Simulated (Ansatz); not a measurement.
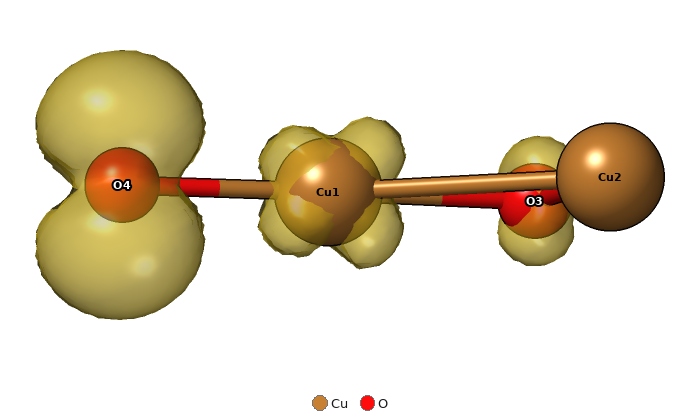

Figure 1: Cu₂O₂ (charge −1, doublet). Isosurface of the spin density (α minus β) at +0.06 e/Å³ (yellow), seen from one side.

Geometry: PBE0-D4/def2-SVPD.

Method: Ansatz, UKS PBE0-D4/def2-TZVPD.

Describe the spin distribution.

The unpaired spin (1 electron) lies mostly on O4 (about 0.8) and Cu1 (about 0.2), in electrons by Hirshfeld's partition.
